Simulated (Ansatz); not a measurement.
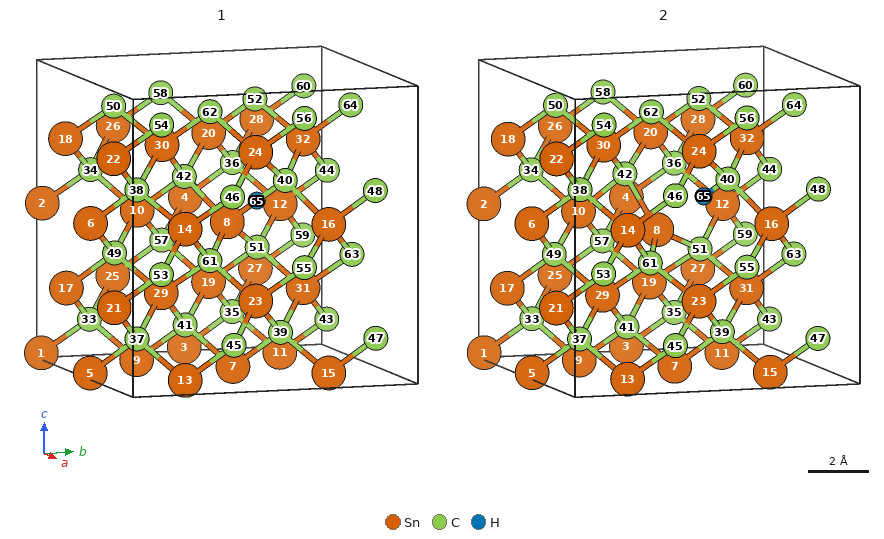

Two geometries of a defect cell of composition Sn$_{32}$C$_{32}$H (cell charge −1), drawn at one scale. One is the start of a relaxation, the other its converged end. Style: ball-and-stick. Shown: the cell of the calculation (origin shifted), slightly off an axis.

The calculation used DFT, PBEsol, PAW, plane waves (Ansatz). Set-up: plane-wave cutoff 420 eV; k-point mesh 1 × 1 × 1; mesh shifted by (0.25, 0.25, 0.25); no spin polarisation; atoms relaxed in a fixed cell; force threshold 0.03 eV/Å; at most 80 steps.

**Which geometry has the lower energy?**

Structure 2 is the relaxed one. The atom that moves furthest is Sn8 (0.56 Å along [−1 −1 −1]). By element the largest moves are Sn 0.56 Å, H 0.23 Å, C 0.13 Å. The lattice vectors keep their values. Near-neighbour distances that change, for instance: Sn8–H65 1.351 → 2.140 Å, Sn8–C40 2.661 → 3.245 Å, C40–H65 1.310 → 1.104 Å, Sn8–C61 2.068 → 2.172 Å. Bond angles that change, for instance: Sn8–C42–Sn10 102.8° → 84.9°, Sn8–C51–Sn19 101.6° → 84.9°, C42–Sn8–C51 113.9° → 119.9°. After 7 geometry steps the energy has fallen by 3.948 eV per cell of the calculation. The largest force component goes from 8 to 0.0056 eV/Å.

Limits of the set-up: the cell is charged, on a uniform background, and energies carry no finite-size correction.
